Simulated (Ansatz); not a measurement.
**PO2 (phosphorus dioxide): U-wB97X/STO-3G**

Aim: the vertical ionisation energy of PO2 (phosphorus dioxide) at U-wB97X/STO-3G, from 2 runs. 

The calculation is run with Ansatz 0.2.0.

41 further runs of the same task are left out: 9 that didn't finish, 32 set aside as unsound or not needed.

## (1) The structure to begin with

The species is PO2 (3 atoms), meant as a doublet with charge 0. As SMILES, `[O]P=O`. Geometry: relaxed at GFN2-xTB.

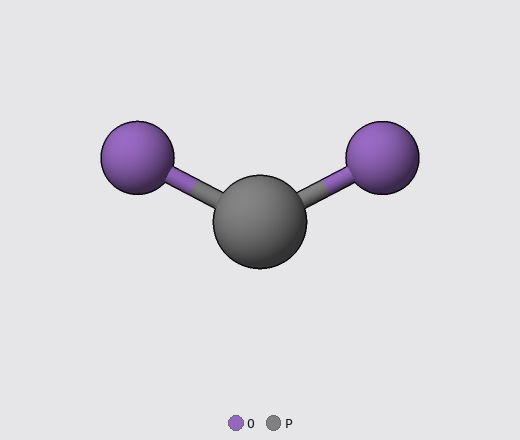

Viewed from a chosen angle; oxygen purple, phosphorus grey.

## (2) The energy at U-wB97X/STO-3G

The input, in.yaml:

```yaml
crystal:
  periodic: [false, false, false]
  atoms:
    - {symbol: O, position_ang: [0.331710, 1.226310, 0.317670]}
    - {symbol: P, position_ang: [-0.403940, 0.077030, -0.212130]}
    - {symbol: O, position_ang: [0.072230, -1.303340, -0.105540]}
basis:
  gaussian: {orbitals: STO-3G}
magnetization: {spin_polarized: true, initial_magnetization: 1}
hamiltonian: {xc: {name: wB97X}}
accuracy: high
```

Launch:

```bash
$ ansatz run in.yaml --threads 1 --pin off --max-ram 2610MiB --events-out events.jsonl --progress --plain --runs-dir runs
```

What it wrote:

```text
Warning: RAYON_NUM_THREADS=1 ignored (pool sized by the plan → 1); use --threads N
Functional definition: wB97X
  name "wB97X"
  parameter omega = 0.3/bohr
  parameter cx = 0.157706
  parameter cx1 = 0.726479
  parameter cx2 = 1.04760
  parameter cx3 = -5.70635
  parameter cx4 = 13.2794
  parameter css1 = -4.33879
  parameter css2 = 18.2308
  parameter css3 = -31.7430
  parameter css4 = 17.2901
  parameter cos1 = 2.37031
  parameter cos2 = -11.3995
  parameter cos3 = 6.58405
  parameter cos4 = -3.78132
  exchange = spin_sum(e_x_unif_sr(omega)*poly(b97_u_x, 1 - cx, cx1, cx2, cx3, cx4)) + cx*exact_x_sr(omega)
      + exact_x_lr(omega)
  correlation = spin_sum(e_c_pw_same_spin*poly(b97_u_same, 1, css1, css2, css3, css4))
      + integral(e_c_pw_opposite_spin*poly(b97_u_opposite, 1, cos1, cos2, cos3, cos4))
336 factors; integrals over basis functions are off by at most 2.4e-8 eV
122 factors; integrals over basis functions are off by at most 1.5e-9 eV
mean field evaluation 1: about -13210.0332 eV, gradient 2.8e1 eV
mean field evaluation 2: about -13212.2000 eV, gradient 2.5e1 eV
mean field evaluation 4: about -13216.0362 eV, gradient 3.1e-1 eV
mean field evaluation 8: about -13216.0409 eV, gradient 2.9e-2 eV
mean field evaluation 16: about -13216.0409 eV, gradient 1.2e-4 eV
mean field evaluation 32: about -13214.9991 eV, gradient 6.5e0 eV
mean field -13216.04093568 eV, -485.6805462320 hartree, gradient 8.0e-8 eV, S^2 0.758200; 3 other end points of the search recorded, 0 dependent functions left out
reference -13216.04093481 eV, -485.6805461999 hartree; 16, 15 occupied and 3, 4 virtual orbitals, 336 factors
Total energy: -13216.04093481 eV, -485.6805461999 hartree
```

It took 8.1 s on 1 thread of Arm Neoverse V2, shared host; peak memory 0.33 GiB.

## (3) The singlet cation at the same level

The input, job.yaml:

```yaml
crystal:
  periodic: [false, false, false]
  atoms:
    - symbol: O
      position_ang: [0.331710, 1.226310, 0.317670]
    - symbol: P
      position_ang: [-0.403940, 0.077030, -0.212130]
    - symbol: O
      position_ang: [0.072230, -1.303340, -0.105540]
basis:
  gaussian: {orbitals: STO-3G}
total_charge: 1
magnetization: {spin_polarized: false, initial_magnetization: 0}
hamiltonian: {xc: {name: wB97X}}
accuracy: high
```

Launch:

```bash
$ ansatz run job.yaml --threads 1 --pin off --max-ram 2610MiB --events-out events.jsonl --progress --plain --runs-dir runs
```

What it wrote, shortened:

```text
Warning: RAYON_NUM_THREADS=1 ignored (pool sized by the plan → 1); use --threads N
[... 2 set-up lines as earlier in the session ...]
[...]
      + exact_x_lr(omega)
[...]
      + integral(e_c_pw_opposite_spin*poly(b97_u_opposite, 1, cos1, cos2, cos3, cos4))
336 factors; integrals over basis functions are off by at most 2.4e-8 eV
122 factors; integrals over basis functions are off by at most 1.5e-9 eV
[...]
mean field -13208.08392269 eV, -485.3881313980 hartree, gradient 5.6e-8 eV, S^2 0.000000; 0 other end points of the search recorded, 0 dependent functions left out
reference -13208.08392181 eV, -485.3881313658 hartree; 15, 15 occupied and 4, 4 virtual orbitals, 336 factors
Total energy: -13208.08392181 eV, -485.3881313658 hartree
```

It took 3.6 s on 1 thread of Arm Neoverse V2, shared host; peak memory 0.2 GiB.

## (4) What came out

At U-wB97X/STO-3G:

| quantity | value |
| --- | --- |
| doublet PO2: total energy | -485.68055 Eh |
| doublet PO2: ⟨S²⟩ | 0.758 |
| singlet cation: total energy | -485.38813 Eh |
| vertical ionisation energy (to the singlet cation) | 7.957 eV |

What this shows: Removing an electron at fixed nuclei costs 7.96 eV (183 kcal/mol). Only the singlet of the ionised species was computed; a triplet could lie lower. In a minimal basis such a difference can be off by several eV, whatever the method.
